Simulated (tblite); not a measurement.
Geometry relaxation of C7H10O3S (part 2 of 2)

C7H10O3S, SMILES C#C[C@H](C)[S@](=O)CC(=O)OC; GFN2-xTB geometry optimisation, gas phase (tblite 0.8.0). 

Geometry of the input (Å):
```
C  -2.2248  0.3511  1.8310
C  -1.9399  0.1463  0.6777
C  -1.5711  -0.1117  -0.7153
C  -2.8407  -0.2729  -1.5721
S  -0.5371  -1.6019  -0.8882
O  -1.2051  -2.7522  -0.1991
C  0.8778  -1.0708  0.1074
C  1.6632  0.0526  -0.5136
O  1.4356  0.5577  -1.6040
O  2.6712  0.4127  0.3187
C  3.4884  1.4722  -0.1901
H  -2.5112  0.5257  2.8488
H  -1.0261  0.7452  -1.1048
H  -2.5845  -0.4502  -2.6194
H  -3.4744  0.6227  -1.5080
H  -3.4474  -1.1291  -1.2127
H  1.5401  -1.9383  0.1997
H  0.5374  -0.7918  1.1087
H  4.2679  1.6865  0.5578
H  2.9004  2.3822  -0.3255
H  3.9713  1.1809  -1.1193
```

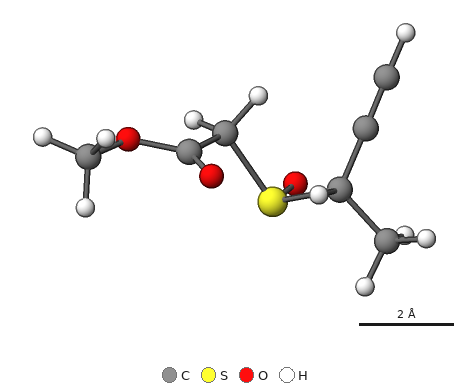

**Figure 1.** The geometry at step 185 of the log (ball-and-stick view, seen at a tilt).

Trajectory as extended XYZ, continued:
```
21
Properties=species:S:1:pos:R:3:forces:R:3 step=92 energy=-964.61008
C    -2.0337    0.3427    1.7740   -0.0050  -0.0030   0.0050
C    -1.8613    0.2074    0.5953   -0.0020  -0.0030  -0.0090
C    -1.6251   -0.0263   -0.7984   -0.0020  -0.0040  -0.0070
C    -2.9041   -0.3547   -1.5545   -0.0030   0.0000   0.0040
S    -0.4924   -1.5190   -1.0387    0.0210   0.0010   0.0230
O    -1.1713   -2.6516   -0.4163   -0.0050   0.0010  -0.0010
C     0.8093   -1.0023    0.1947   -0.0080  -0.0060  -0.0120
C     1.6280    0.0952   -0.4162   -0.0010   0.0010   0.0010
O     1.3561    0.6421   -1.4545   -0.0050   0.0100   0.0070
O     2.6928    0.3934    0.3277    0.0030  -0.0080   0.0070
C     3.5376    1.4287   -0.1618    0.0060   0.0040  -0.0010
H    -2.2099    0.4819    2.7984   -0.0030   0.0090   0.0060
H    -1.0824    0.8024   -1.2562    0.0080  -0.0040   0.0030
H    -2.6932   -0.4768   -2.6150    0.0030   0.0020   0.0140
H    -3.6402    0.4369   -1.4268   -0.0050  -0.0010  -0.0120
H    -3.3203   -1.2843   -1.1700    0.0000   0.0020   0.0010
H     1.4235   -1.8757    0.4113   -0.0040   0.0030  -0.0030
H     0.3233   -0.6763    1.1155   -0.0020  -0.0090  -0.0180
H     4.3108    1.5689    0.5882    0.0060  -0.0020   0.0070
H     2.9664    2.3477   -0.3023   -0.0060   0.0090  -0.0040
H     3.9772    1.1366   -1.1168    0.0020  -0.0010  -0.0120
21
Properties=species:S:1:pos:R:3:forces:R:3 step=115 energy=-964.61240
C    -2.0368    0.3831    1.7552   -0.0060  -0.0030   0.0160
C    -1.8714    0.2175    0.5794    0.0050  -0.0040  -0.0150
C    -1.6468   -0.0360   -0.8129    0.0030   0.0020  -0.0010
C    -2.9290   -0.3999   -1.5463   -0.0030   0.0060   0.0010
S    -0.4842   -1.5039   -1.0605   -0.0110  -0.0110  -0.0080
O    -1.1408   -2.6543   -0.4463    0.0020  -0.0030  -0.0020
C     0.8080   -0.9814    0.1778    0.0010   0.0070  -0.0010
C     1.6131    0.1501   -0.3882    0.0020   0.0050  -0.0060
O     1.2806    0.8151   -1.3361   -0.0050  -0.0090   0.0150
O     2.7476    0.3333    0.2883   -0.0100   0.0090  -0.0090
C     3.5866    1.3946   -0.1550    0.0000  -0.0060   0.0030
H    -2.2085    0.5507    2.7764    0.0020  -0.0040  -0.0030
H    -1.1263    0.7982   -1.2860    0.0060   0.0040  -0.0030
H    -2.7303   -0.5378   -2.6068    0.0090  -0.0010   0.0020
H    -3.6752    0.3827   -1.4243   -0.0160  -0.0010  -0.0060
H    -3.3248   -1.3290   -1.1399   -0.0020   0.0030   0.0010
H     1.4358   -1.8468    0.3857    0.0030   0.0100   0.0060
H     0.2964   -0.6848    1.0945    0.0080   0.0040   0.0060
H     4.3605    1.5018    0.6003    0.0060   0.0060  -0.0140
H     3.0110    2.3170   -0.2544    0.0030  -0.0140   0.0080
H     4.0257    1.1471   -1.1234    0.0020   0.0000   0.0080
21
Properties=species:S:1:pos:R:3:forces:R:3 step=139 energy=-964.61370
C    -2.0493    0.3584    1.7535   -0.0050  -0.0030  -0.0100
C    -1.8968    0.2093    0.5734    0.0000  -0.0050   0.0150
C    -1.6649   -0.0394   -0.8184    0.0000   0.0100   0.0110
C    -2.9360   -0.4184   -1.5634    0.0060   0.0020   0.0050
S    -0.4805   -1.4933   -1.0504   -0.0050  -0.0020  -0.0100
O    -1.1227   -2.6500   -0.4336    0.0050  -0.0030   0.0010
C     0.7986   -0.9452    0.1932    0.0030   0.0020   0.0030
C     1.5956    0.1994   -0.3564    0.0000   0.0050   0.0010
O     1.2204    0.9388   -1.2303    0.0110  -0.0080   0.0060
O     2.7804    0.3020    0.2483   -0.0070  -0.0020  -0.0090
C     3.6243    1.3660   -0.1774    0.0030  -0.0050   0.0020
H    -2.2108    0.5146    2.7783   -0.0100   0.0020  -0.0100
H    -1.1475    0.7995   -1.2870   -0.0070   0.0020   0.0000
H    -2.7150   -0.5926   -2.6143   -0.0030   0.0050  -0.0010
H    -3.6801    0.3719   -1.4831    0.0010  -0.0050   0.0000
H    -3.3468   -1.3314   -1.1360    0.0030  -0.0010  -0.0020
H     1.4369   -1.7995    0.4128    0.0020   0.0020   0.0030
H     0.2679   -0.6529    1.1008    0.0010   0.0040   0.0020
H     4.4205    1.4350    0.5589    0.0040   0.0030   0.0020
H     3.0603    2.2992   -0.2275    0.0060  -0.0080  -0.0040
H     4.0367    1.1457   -1.1637   -0.0080   0.0060  -0.0050
21
Properties=species:S:1:pos:R:3:forces:R:3 step=162 energy=-964.62226
C    -2.3395    0.1745    1.7920    0.0180  -0.0080  -0.0340
C    -2.0596    0.1101    0.6276   -0.0270  -0.0010   0.0100
C    -1.7030   -0.0345   -0.7536   -0.0120  -0.0030  -0.0070
C    -2.8864   -0.4388   -1.6219    0.0130  -0.0110  -0.0060
S    -0.4231   -1.4063   -0.9726    0.0130   0.0200   0.0220
O    -1.0005   -2.6134   -0.3935    0.0010  -0.0030   0.0170
C     0.7814   -0.7763    0.3201    0.0110   0.0080   0.0070
C     1.6062    0.3316   -0.2560   -0.0090   0.0070   0.0010
O     1.1707    1.2178   -0.9479    0.0010   0.0120   0.0040
O     2.8921    0.2223    0.0876   -0.0340   0.0170   0.0140
C     3.7614    1.2556   -0.3616   -0.0100   0.0040  -0.0020
H    -2.6016    0.2521    2.8050    0.0000   0.0020  -0.0150
H    -1.2021    0.8608   -1.1272    0.0040  -0.0090  -0.0060
H    -2.5522   -0.6360   -2.6389    0.0030   0.0250   0.0000
H    -3.6417    0.3446   -1.6453    0.0110  -0.0040   0.0310
H    -3.3340   -1.3470   -1.2226   -0.0010   0.0010  -0.0060
H     1.3993   -1.6129    0.6382    0.0080   0.0000  -0.0140
H     0.1785   -0.4176    1.1559    0.0050  -0.0170  -0.0040
H     4.6775    1.1547    0.2152   -0.0110   0.0020  -0.0200
H     3.3022    2.2324   -0.1953    0.0110  -0.0120   0.0130
H     3.9653    1.1432   -1.4278    0.0040  -0.0300  -0.0060
21
Properties=species:S:1:pos:R:3:forces:R:3 step=185 energy=-964.63112
C    -2.5668   -0.0087    1.7903    0.0280  -0.0040  -0.0470
C    -2.1801    0.0166    0.6557   -0.0150  -0.0080   0.0510
C    -1.7012   -0.0364   -0.6945    0.0160   0.0100  -0.0010
C    -2.7998   -0.4089   -1.6790    0.0080   0.0000   0.0150
S    -0.3762   -1.3712   -0.8517   -0.0090   0.0010  -0.0050
O    -0.9243   -2.5795   -0.2478    0.0150   0.0170   0.0060
C     0.7737   -0.6482    0.4487    0.0030  -0.0110   0.0220
C     1.5971    0.4380   -0.1658    0.0010  -0.0080   0.0070
O     1.1557    1.3654   -0.7971    0.0020   0.0210  -0.0040
O     2.9006    0.2352    0.0469   -0.0190  -0.0050  -0.0140
C     3.8011    1.1733   -0.5283    0.0010   0.0080  -0.0150
H    -2.9217   -0.0098    2.7771    0.0000   0.0110   0.0070
H    -1.1936    0.8889   -0.9738    0.0120  -0.0020  -0.0120
H    -2.3890   -0.4956   -2.6829   -0.0120  -0.0090   0.0060
H    -3.5836    0.3459   -1.6825   -0.0090   0.0040   0.0000
H    -3.2372   -1.3625   -1.3877    0.0130  -0.0010  -0.0390
H     1.4061   -1.4546    0.8114   -0.0110  -0.0320   0.0090
H     0.1339   -0.2762    1.2481    0.0020   0.0180   0.0050
H     4.7835    0.9326   -0.1306   -0.0020   0.0020  -0.0050
H     3.5176    2.1934   -0.2630   -0.0260  -0.0120   0.0200
H     3.7954    1.0791   -1.6158    0.0030   0.0000  -0.0070
21
Properties=species:S:1:pos:R:3:forces:R:3 step=208 energy=-964.63635
C    -2.5983   -0.0158    1.7777    0.0020   0.0050  -0.0040
C    -2.1927    0.0084    0.6502   -0.0090  -0.0140  -0.0040
C    -1.6783   -0.0450   -0.6877   -0.0040   0.0130  -0.0030
C    -2.7494   -0.3962   -1.7104    0.0000   0.0040   0.0040
S    -0.3630   -1.3920   -0.7975    0.0220   0.0010   0.0060
O    -0.9224   -2.5813   -0.1683   -0.0070   0.0040  -0.0060
C     0.7703   -0.6392    0.5044   -0.0090  -0.0060   0.0080
C     1.5818    0.4527   -0.1127   -0.0040  -0.0020   0.0150
O     1.1273    1.4412   -0.6333    0.0070   0.0050  -0.0020
O     2.8886    0.1861   -0.0374   -0.0020  -0.0040  -0.0050
C     3.7735    1.1470   -0.5983    0.0040  -0.0010  -0.0110
H    -2.9736   -0.0093    2.7572    0.0030   0.0030  -0.0030
H    -1.1532    0.8767   -0.9462    0.0040   0.0100   0.0000
H    -2.3314   -0.3856   -2.7147    0.0150  -0.0150   0.0070
H    -3.5687    0.3191   -1.6658   -0.0040  -0.0040   0.0030
H    -3.1433   -1.3893   -1.5014    0.0000   0.0060   0.0030
H     1.4042   -1.4412    0.8753   -0.0040  -0.0020  -0.0110
H     0.1195   -0.2621    1.2924   -0.0060  -0.0090  -0.0010
H     4.7674    0.8864   -0.2446    0.0070   0.0060  -0.0010
H     3.4968    2.1510   -0.2722   -0.0010   0.0060  -0.0020
H     3.7359    1.1055   -1.6888   -0.0150  -0.0050   0.0070
21
Properties=species:S:1:pos:R:3:forces:R:3 step=231 energy=-964.63935
C    -2.6303   -0.0099    1.7628   -0.0010  -0.0030   0.0010
C    -2.2030    0.0133    0.6434    0.0080  -0.0010  -0.0010
C    -1.6507   -0.0315   -0.6793    0.0180  -0.0090   0.0050
C    -2.6848   -0.3848   -1.7381    0.0020   0.0000   0.0020
S    -0.3388   -1.3853   -0.7628   -0.0040   0.0020  -0.0030
O    -0.9253   -2.5725   -0.1555    0.0050  -0.0050  -0.0010
C     0.7745   -0.6545    0.5692    0.0060   0.0070   0.0020
C     1.5662    0.4676   -0.0162   -0.0050  -0.0060   0.0000
O     1.1030    1.5133   -0.3994   -0.0100   0.0210  -0.0070
O     2.8630    0.1559   -0.0999    0.0030  -0.0150   0.0060
C     3.7222    1.1299   -0.6791   -0.0060  -0.0120   0.0080
H    -3.0266   -0.0061    2.7341    0.0000   0.0020  -0.0080
H    -1.1193    0.8928   -0.9147   -0.0030   0.0060  -0.0010
H    -2.2226   -0.3941   -2.7230   -0.0070  -0.0020  -0.0050
H    -3.4999    0.3361   -1.7378    0.0030   0.0070   0.0030
H    -3.0945   -1.3720   -1.5319   -0.0040   0.0000   0.0030
H     1.4203   -1.4625    0.9038   -0.0020   0.0010   0.0080
H     0.1140   -0.3168    1.3661   -0.0050  -0.0050  -0.0010
H     4.7325    0.8638   -0.3798    0.0050  -0.0010  -0.0060
H     3.4610    2.1259   -0.3175   -0.0030   0.0040  -0.0080
H     3.6302    1.1084   -1.7667    0.0000   0.0090   0.0040
21
Properties=species:S:1:pos:R:3:forces:R:3 step=255 energy=-964.63987
C    -2.6410   -0.0193    1.7538    0.0000  -0.0010   0.0010
C    -2.1980    0.0080    0.6408    0.0020  -0.0010  -0.0010
C    -1.6356   -0.0340   -0.6779   -0.0010   0.0000  -0.0010
C    -2.6683   -0.3784   -1.7411    0.0000  -0.0010   0.0000
S    -0.3235   -1.3865   -0.7554    0.0000   0.0000  -0.0010
O    -0.9112   -2.5773   -0.1567    0.0000   0.0010   0.0010
C     0.7729   -0.6510    0.5892    0.0010   0.0010   0.0010
C     1.5611    0.4744    0.0064    0.0010   0.0000  -0.0010
O     1.0996    1.5298   -0.3520   -0.0010  -0.0020   0.0000
O     2.8529    0.1512   -0.1104    0.0000   0.0000  -0.0020
C     3.7068    1.1234   -0.6998    0.0010   0.0000   0.0000
H    -3.0489   -0.0179    2.7201   -0.0010   0.0010  -0.0010
H    -1.1030    0.8913   -0.9073    0.0000   0.0010   0.0000
H    -2.2030   -0.4007   -2.7245   -0.0010   0.0000   0.0020
H    -3.4713    0.3563   -1.7476    0.0010  -0.0020  -0.0020
H    -3.0950   -1.3576   -1.5311   -0.0010   0.0010  -0.0010
H     1.4205   -1.4553    0.9289    0.0000   0.0000  -0.0010
H     0.1023   -0.3184    1.3796   -0.0010   0.0010   0.0010
H     4.7216    0.8495   -0.4232    0.0000   0.0000  -0.0020
H     3.4585    2.1192   -0.3283    0.0010  -0.0010   0.0010
H     3.5936    1.1104   -1.7857   -0.0010   0.0010   0.0030
```

Results in brief:

| quantity | value |
| --- | --- |
| outcome | converged |
| total energy | −964.6399 eV |
| hardware | 1 CPU thread, shared host |
| wall time | 1.9 s |
| peak memory | 0.21 GiB |
